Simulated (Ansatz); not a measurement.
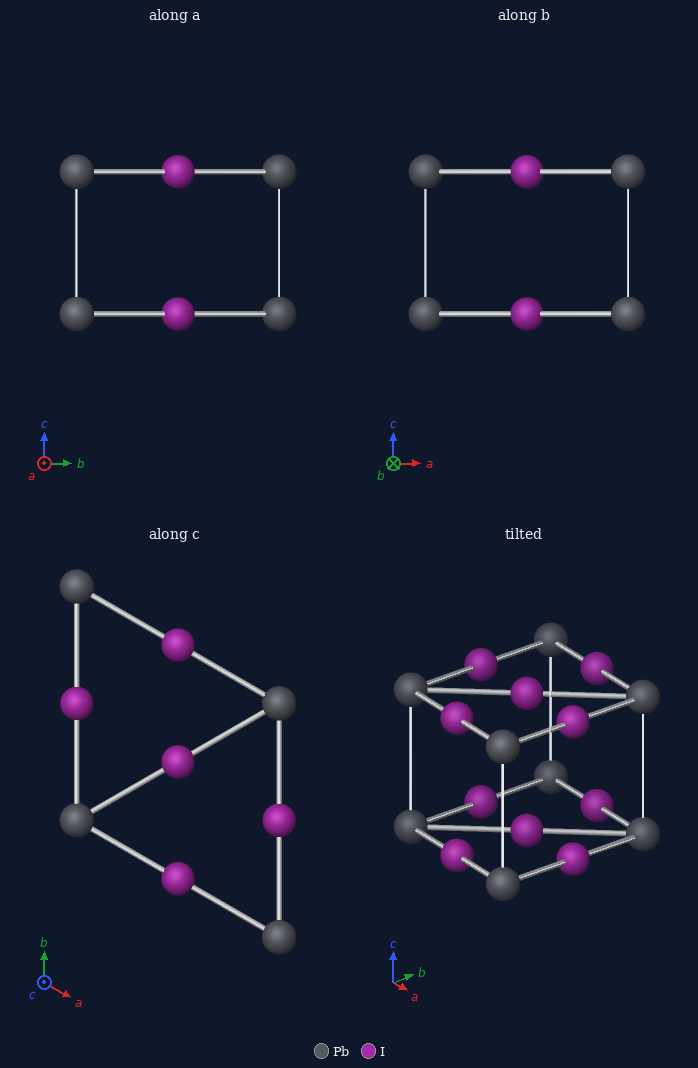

The crystal in a ball-and-stick representation, seen along the a axis, along the b axis, along the c axis and slightly off an axis. One conventional unit cell is framed, with atoms on its boundary repeated.

Lattice parameters: a = 6.900 Å, b = 6.900 Å, c = 4.201 Å, α = 90.00°, β = 90.00°, γ = 120.00°. Put a along x and b in the xy plane.

Express the structure as a POSCAR file.

Answer.
```
Pb I
1.0
     6.900    0.000    0.000
    -3.450    5.976    0.000
     0.000    0.000    4.201
Pb I
1 3
Direct
  0.0000 0.0000 0.0000
  0.5000 0.0000 0.0000
  0.0000 0.5000 0.0000
  0.5000 0.5000 0.0000
```

The initial geometry was a random cell made by a generator, so it need not be a real form of the compound. Relaxation method: DFT PBE, scalar-relativistic, plane waves, PAW in Ansatz.
